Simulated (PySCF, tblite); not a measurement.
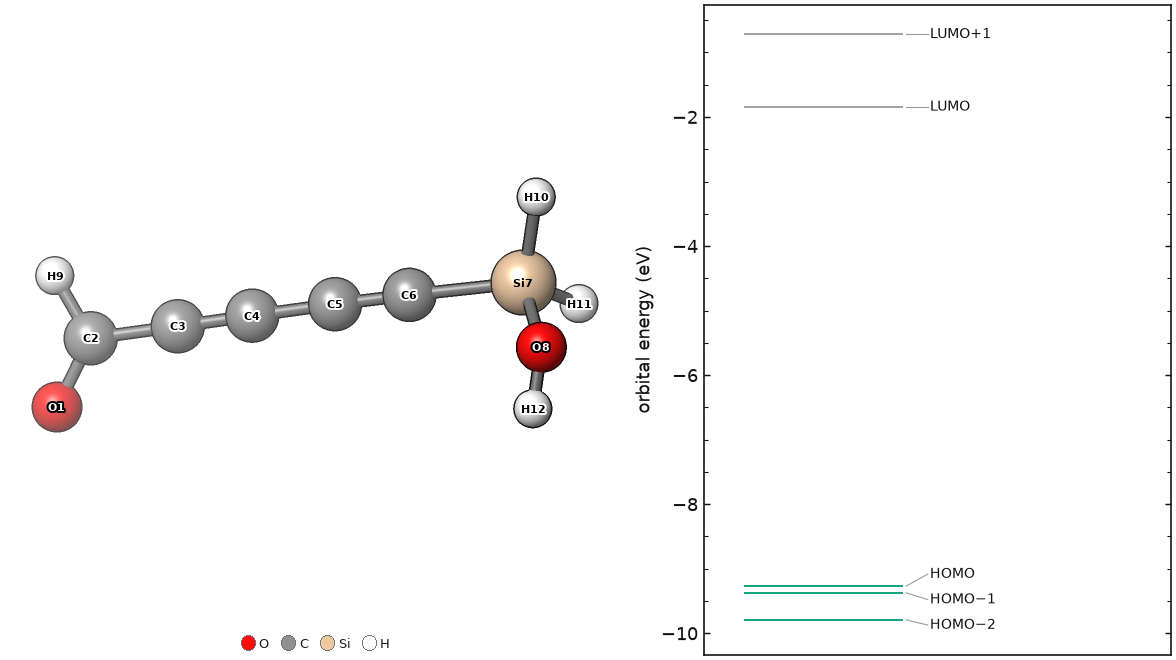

C₅H₄O₂Si, SMILES O=CC#CC#C[SiH2]O. Kohn-Sham orbital energies near the frontier, CAM-B3LYP/def2-SVPD, PySCF 2.14.0, at a GFN2-xTB geometry (a minimum by its frequencies), isolated molecule; empty levels in grey, levels within 0.03 eV side by side.

Q: Where do the frontier orbitals lie?

A: HOMO at −9.27 eV, LUMO at −1.84 eV, 7.43 eV apart.

Q: On which atoms do HOMO and LUMO mostly sit?

A: HOMO: C6 25 %, C3 22 %, C5 21 %. LUMO: O1 19 %, C2 19 %, C4 16 % (Löwdin shares).

Known limits of this run: the tight-binding geometry is rougher than a DFT one and adds to the error; empty levels above zero depend strongly on the basis.
